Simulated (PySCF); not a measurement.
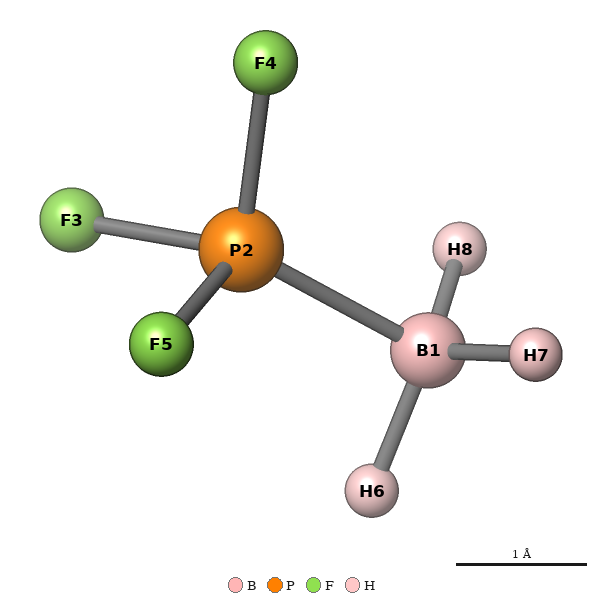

Orthographic view. Depth is shown by fading: the farther an atom, the more it takes the colour of the background. The computed structure is the end point of a PBE0-D3(BJ)/def2-SVP optimisation. No frequency run is at hand to confirm it as a minimum.

Write a MOL file (V2000) with the atoms in numerical order, bonds sorted by atom number with the orders drawn, and coordinates in the frame of the picture: x right, y up, z towards the viewer, origin at the mean position.

```
BF3H3P
                    3D

  8  7  0  0  0  0  0  0  0  0999 V2000
    0.8600   -0.4600   -0.4900 B   0  0  0  0  0  0  0  0  0  0  0  0
   -0.5800    0.3100    0.3300 P   0  0  0  0  0  0  0  0  0  0  0  0
   -1.8900    0.5400   -0.5100 F   0  0  0  0  0  0  0  0  0  0  0  0
   -0.4000    1.7500    0.9300 F   0  0  0  0  0  0  0  0  0  0  0  0
   -1.2000   -0.4200    1.5800 F   0  0  0  0  0  0  0  0  0  0  0  0
    0.4200   -1.5500   -0.8400 H   0  0  0  0  0  0  0  0  0  0  0  0
    1.6900   -0.5000    0.4000 H   0  0  0  0  0  0  0  0  0  0  0  0
    1.1000    0.3200   -1.3900 H   0  0  0  0  0  0  0  0  0  0  0  0
  1  2  1  0
  1  6  1  0
  1  7  1  0
  1  8  1  0
  2  3  1  0
  2  4  1  0
  2  5  1  0
M  CHG  2   1  -1   2   1
M  END
```
